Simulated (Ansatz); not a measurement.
Bands of a (4,4) GaN nanotube, along its axis.

Levels: PBE (plane waves to 420 eV, PAW; Ansatz, an electronic-structure program); PBE with spin-orbit coupling in Ansatz. Unmarked values and the geometry are of the first. Mesh 1×1×10. No spin polarisation. It repeats along c; a and b span vacuum. A hypothetical model, rolled from the flat sheet. Symmetry and one short period hold its shape; lower forms weren't sought.

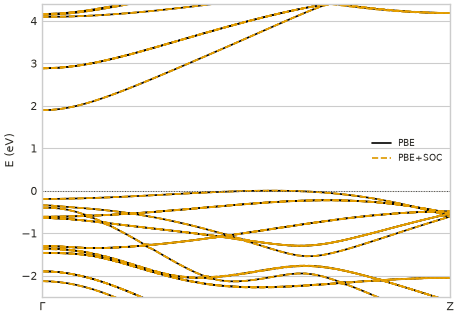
Fig. 1. Bands from the zone centre to the zone edge (period 3.22 Å); the dotted line marks the highest filled level of each set

### Question
Is it a metal or a semiconductor at this level? Give what the bands show.

### Answer
A semiconductor in PBE.
PBE gap: 1.89 eV, indirect, from k = 0.281 × 2π/c to Γ
PBE+SOC gap at this geometry: 1.90 eV
